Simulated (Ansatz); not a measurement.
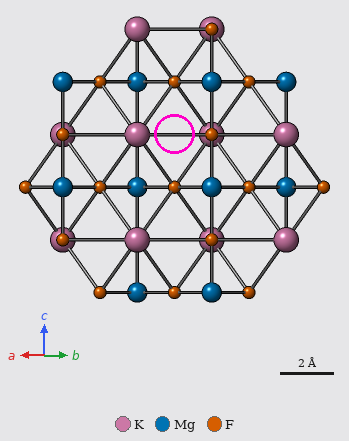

Perfect KMgF₃. The picture is a ball-and-stick view of the atoms within 6.0 Å of one point, in a slice 5.0 Å thick across the line of sight, seen along [110].

Level of theory: Ansatz 0.2.0, DFT, PBEsol, PAW, plane waves. Set-up: plane-wave cutoff 420 eV; k-point mesh 1 × 1 × 1; mesh shifted by (0.25, 0.25, 0.25); no spin polarisation. Fermi-Dirac smearing of 0.01 eV. A uniform background neutralises the charged cell. The axes drawn are those of the host's conventional cell.

An extra nitrogen atom is put between the host's atoms (an interstitial) at the ringed place, in charge state −1. The supercell has 40 sites, and the atoms are relaxed at the host's cell.

Predict the relaxed surroundings of the defect.

Answer. The N atom starts with 2 K at 1.99 to 2.00 Å, 4 F at 1.99 to 2.00 Å around its place and ends with 1 F at 1.56 Å. Of the host's atoms, a fluorine atom moves furthest from its site, by 1.46 Å. The N atom itself moves 1.92 Å from where it was put.

The relaxed defect, seen from the same direction:

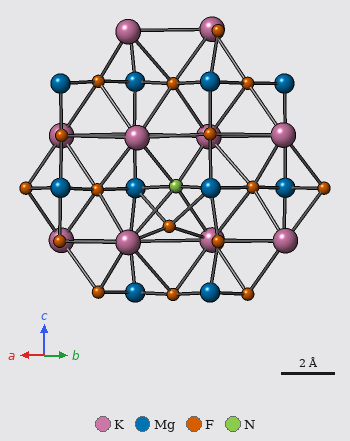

Limits of the set-up: the periodic images lie only 8.0 Å apart, so the values are limited by the cell's size; the cell is charged, on a uniform background, and energies carry no finite-size correction.
